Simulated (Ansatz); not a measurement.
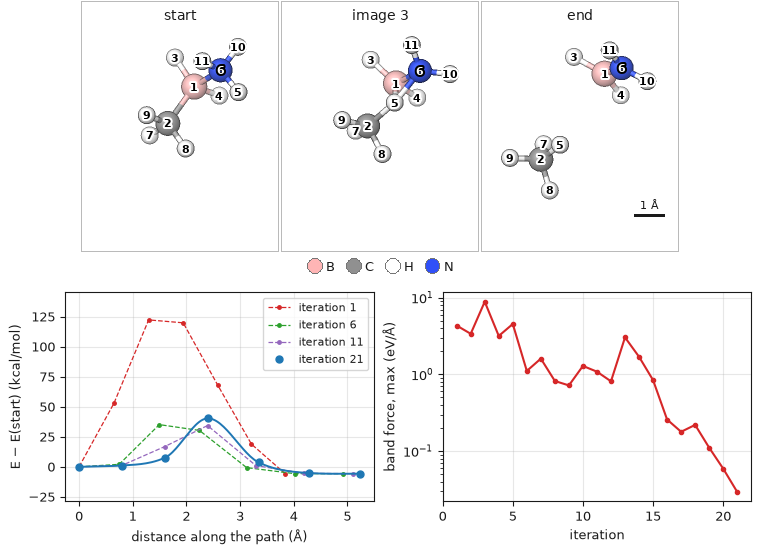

A search for the minimum-energy path of CH₈BN by the nudged elastic band. Images are numbered from 0 (start) to 6 (end). The plot follows the band through its iterations. A ball-and-stick model, seen from a free direction.

All numbers below come from Ansatz 0.2.0, RKS PBE0-D4/def2-SVP.

Input file:
```yaml
crystal:
  periodic: [false, false, false]
  atoms:
    - {symbol: B, position_ang: [-0.556713, -0.147461, -0.403926]}
    - {symbol: C, position_ang: [0.732937, 0.677930, -0.887941]}
    - {symbol: H, position_ang: [-0.708483, -1.219547, -0.961068]}
    - {symbol: H, position_ang: [-1.588415, 0.498753, -0.375471]}
    - {symbol: H, position_ang: [-0.186978, 0.273219, 1.746320]}
    - {symbol: N, position_ang: [-0.306673, -0.556967, 1.173439]}
    - {symbol: H, position_ang: [0.616103, 0.974599, -1.934553]}
    - {symbol: H, position_ang: [0.895456, 1.607563, -0.325799]}
    - {symbol: H, position_ang: [1.666791, 0.101613, -0.838780]}
    - {symbol: H, position_ang: [-1.093217, -1.083786, 1.538100]}
    - {symbol: H, position_ang: [0.529191, -1.126016, 1.269577]}
basis:
  gaussian: {orbitals: def2-SVP}
hamiltonian: {xc: pbe0, dispersion: d4}
neb:
  images: 5
  climbing: true
  max_iterations: 40
  initial_path: idpp
  final_atoms:
    - {symbol: B, position_ang: [-1.274586, -0.997577, 0.016736]}
    - {symbol: C, position_ang: [1.383539, 1.330690, -0.814982]}
    - {symbol: H, position_ang: [-0.756323, -1.706971, -0.796286]}
    - {symbol: H, position_ang: [-2.005036, -0.102786, -0.297323]}
    - {symbol: H, position_ang: [1.207082, 0.888179, 0.165209]}
    - {symbol: N, position_ang: [-1.025081, -1.221437, 1.360867]}
    - {symbol: H, position_ang: [0.633684, 0.964357, -1.515770]}
    - {symbol: H, position_ang: [1.314088, 2.415916, -0.742831]}
    - {symbol: H, position_ang: [2.376691, 1.052447, -1.167083]}
    - {symbol: H, position_ang: [-1.428966, -0.666631, 2.096248]}
    - {symbol: H, position_ang: [-0.425090, -1.956287, 1.695117]}
```

Run as
```bash
ansatz run in.yaml --threads 2 --pin off --events-out ev --progress --plain --max-ram 4352MiB
```

### How did the profile develop, and is the result final?

The run is converged, with reservations. The band converged in 21 iterations. The largest component of the band force went from 4.3 to 0.029 eV/Å. The climbing image converged on the top of the path. Its curvatures weren't checked. The largest force component is 0.27 eV/Å at the start and 0.28 eV/Å at the end; an end with forces this large is no minimum, and the barrier measured from it can be far off. The first iteration put the highest image at 122.3 kcal/mol. The energy climbs by 40.3 kcal/mol to image 3 and then falls by 46.0 kcal/mol, so the end point sits at −5.7 kcal/mol.

The run took 2.8 min on 2 threads of Arm Neoverse V1, with other jobs on the host.
